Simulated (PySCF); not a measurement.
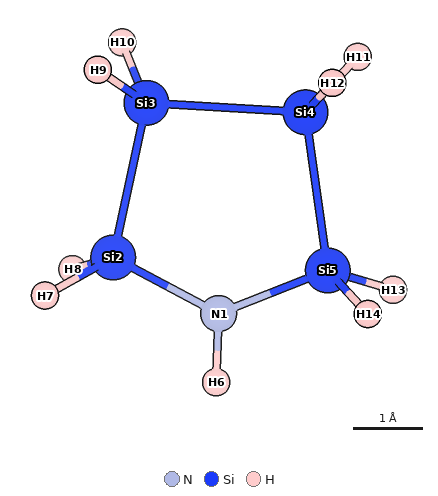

The input geometry of run 1 (ball-and-stick view, seen at a tilt; atoms are numbered from 1 in the order of the input). Bond lengths as drawn: H–N 1.02 Å, H–Si 1.50 Å, N–Si 1.75 Å and Si–Si 2.35 to 2.36 Å.

## What a change does: NMR shielding calculation on Si₄NH₉

System: Si₄NH₉, SMILES N1[SiH2][SiH2][SiH2][SiH2]1.
Method of run 1: GIAO PBE0/STO-3G NMR shielding, non-relativistic, gas phase (PySCF 2.14.0).

The geometry comes from this level: PBE0-D3(BJ)/def2-SVP. Text and figures count atoms from 1; the logs count them from 0 in places.

**The input, run 1**
```
{"job": {"kind": "nmr", "xc": "PBE0", "basis": "STO-3G", "pop": true}, "charge": 0, "multiplicity": 1}
N      0.314214    -1.753703     0.417196
Si    -1.422835    -1.552998     0.337871
Si    -1.743192     0.762034     0.045798
Si     0.495371     1.483406    -0.013134
Si     1.601123    -0.574905     0.285153
H      0.626435    -2.714427     0.547785
H     -2.086097    -2.050130     1.587008
H     -2.013497    -2.335681    -0.796486
H     -2.492340     1.365384     1.191329
H     -2.469660     1.064654    -1.226044
H      0.849301     2.124037    -1.317436
H      0.805060     2.436483     1.097521
H      2.512011    -0.888575    -0.863556
H      2.458590    -0.561101     1.515012
```

The first line tells a small driver script what to run in PySCF; the rest is the geometry in Å.

Command:
```bash
OMP_NUM_THREADS=1 python <driver script> task.json out
```

Hardware: 1 CPU thread, shared host.

**Output (run 1)**
```
coarse grid: 13144 points
cycle   1  E = -1203.4886444892  dE = -4.948e-01  |g| = 5.112e-01  |ddm| = 4.224e+00
cycle   2  E = -1203.4477618400  dE =  4.088e-02  |g| = 6.545e-01  |ddm| = 1.595e+00
cycle   3  E = -1203.5738595542  dE = -1.261e-01  |g| = 2.252e-02  |ddm| = 9.185e-01
cycle   4  E = -1203.5740503307  dE = -1.908e-04  |g| = 9.874e-03  |ddm| = 6.110e-02
cycle   5  E = -1203.5740912640  dE = -4.093e-05  |g| = 9.842e-04  |ddm| = 2.001e-02
cycle   6  E = -1203.5740917051  dE = -4.411e-07  |g| = 2.030e-04  |ddm| = 2.393e-03
final grid: 107048 points
cycle   7  E = -1203.5206274182  dE = -3.329e-06  |g| = 3.404e-03  |ddm| = 1.067e-02
cycle   8  E = -1203.5206270087  dE =  4.094e-07  |g| = 3.648e-03  |ddm| = 1.002e-02
cycle   9  E = -1203.5206311549  dE = -4.146e-06  |g| = 1.975e-04  |ddm| = 5.250e-03
cycle  10  E = -1203.5206311714  dE = -1.656e-08  |g| = 1.277e-05  |ddm| = 3.771e-04
cycle  11  E = -1203.5206311715  dE = -5.548e-11  |g| = 2.086e-06  |ddm| = 2.336e-05
converged SCF energy = -1203.5206311715

GIAO shielding tensors (ppm)
atom      isotropic    diamagn.    paramagn.     s11        s22        s33       span
  0 N      374.627     313.021      61.606    314.526    331.527    477.828    163.301
  1 Si     545.131     870.089    -324.957    480.479    525.705    629.210    148.731
  2 Si     593.942     872.617    -278.675    573.339    590.106    618.380     45.041
  3 Si     593.808     873.012    -279.204    573.198    589.847    618.379     45.181
  4 Si     545.151     870.619    -325.468    480.566    525.711    629.174    148.608
  5 H       36.429      31.270       5.159     21.752     32.861     54.676     32.925
  6 H       30.499      30.768      -0.269     26.228     27.485     37.786     11.558
  7 H       30.506      31.253      -0.747     26.250     27.488     37.781     11.530
  8 H       31.205      31.124       0.081     27.560     27.719     38.336     10.776
  9 H       31.212      31.543      -0.331     27.550     27.743     38.344     10.794
 10 H       31.212      32.057      -0.845     27.565     27.736     38.335     10.770
 11 H       31.203      31.609      -0.406     27.539     27.728     38.343     10.804
 12 H       30.511      31.899      -1.388     26.245     27.496     37.790     11.545
 13 H       30.496      31.476      -0.980     26.235     27.474     37.777     11.542
```

The input of run 2 differs as follows (lines with − go, lines with + come):
```diff
-"basis": "STO-3G"
+"basis": "def2-TZVP"
```

What does this change do to the results?

The total energy of run 2 is 8890.0 kcal/mol lower, which measures the change of basis and not a stability. The HOMO goes from −3.23 to −7.47 eV. The LUMO goes from 6.00 to −0.74 eV. The dipole moment goes from 0.10 to 0.73 D. Of all shieldings, the largest change is that of Si2 and Si5, by −174.3 ppm. The SCF takes 12 iterations against 11. The basis functions go from 50 to 233.

**Output (run 2)**
```
coarse grid: 13144 points
cycle   1  E = -1217.6548954258  dE =  1.917e-02  |g| = 4.393e-01  |ddm| = 2.774e+00
cycle   2  E = -1217.6009268741  dE =  5.397e-02  |g| = 6.480e-01  |ddm| = 6.405e-01
cycle   3  E = -1217.6919701872  dE = -9.104e-02  |g| = 7.021e-02  |ddm| = 4.414e-01
cycle   4  E = -1217.6931117952  dE = -1.142e-03  |g| = 1.128e-02  |ddm| = 5.884e-02
cycle   5  E = -1217.6931398471  dE = -2.805e-05  |g| = 4.405e-03  |ddm| = 1.436e-02
cycle   6  E = -1217.6931465615  dE = -6.714e-06  |g| = 7.192e-04  |ddm| = 4.511e-03
final grid: 107048 points
cycle   7  E = -1217.6877231842  dE = -1.661e-05  |g| = 5.312e-03  |ddm| = 1.710e-02
cycle   8  E = -1217.6877142669  dE =  8.917e-06  |g| = 8.353e-03  |ddm| = 7.397e-03
cycle   9  E = -1217.6877287755  dE = -1.451e-05  |g| = 4.309e-04  |ddm| = 4.747e-03
cycle  10  E = -1217.6877288204  dE = -4.490e-08  |g| = 1.333e-04  |ddm| = 4.852e-04
cycle  11  E = -1217.6877288262  dE = -5.740e-09  |g| = 3.267e-05  |ddm| = 1.350e-04
cycle  12  E = -1217.6877288265  dE = -3.374e-10  |g| = 4.981e-06  |ddm| = 2.700e-05
converged SCF energy = -1217.6877288265

GIAO shielding tensors (ppm)
atom      isotropic    diamagn.    paramagn.     s11        s22        s33       span
  0 N      253.294     306.509     -53.214    209.618    249.594    300.671     91.053
  1 Si     370.813     877.402    -506.589    309.773    342.930    459.737    149.964
  2 Si     458.137     880.048    -421.911    449.316    458.945    466.150     16.834
  3 Si     458.053     880.230    -422.177    449.225    459.041    465.893     16.668
  4 Si     370.847     877.799    -506.951    309.903    342.968    459.671    149.768
  5 H       31.730      27.622       4.108     21.896     29.676     43.617     21.721
  6 H       26.118      28.459      -2.342     22.474     24.195     31.684      9.210
  7 H       26.126      28.725      -2.598     22.460     24.200     31.720      9.260
  8 H       27.714      28.933      -1.220     24.600     24.761     33.780      9.180
  9 H       27.714      29.077      -1.363     24.607     24.747     33.789      9.181
 10 H       27.713      29.306      -1.593     24.602     24.755     33.782      9.180
 11 H       27.714      29.153      -1.439     24.605     24.754     33.784      9.179
 12 H       26.123      29.167      -3.045     22.468     24.195     31.704      9.236
 13 H       26.122      28.942      -2.820     22.469     24.198     31.700      9.231
```

**The two runs side by side**

| quantity | run 1 | run 2 |
| --- | --- | --- |
| outcome | converged | converged |
| total energy (hartree) | −1203.520631 | −1217.687729 |
| HOMO (eV) | −3.23 | −7.47 |
| LUMO (eV) | 6.00 | −0.74 |
| dipole moment (D) | 0.10 | 0.73 |
| shielding of N1 (ppm) | 374.6 | 253.3 |
| shielding of Si2 (ppm) | 545.1 | 370.8 |
| shielding of Si3 (ppm) | 593.9 | 458.1 |
| shielding of Si4 (ppm) | 593.8 | 458.1 |
| shielding of Si5 (ppm) | 545.2 | 370.8 |
| shielding of H6 (ppm) | 36.4 | 31.7 |
| shielding of H13 (ppm) | 30.5 | 26.1 |
| SCF iterations | 11 | 12 |
| basis functions | 50 | 233 |
| wall time (shared host) | 4.3 s | 33 s |
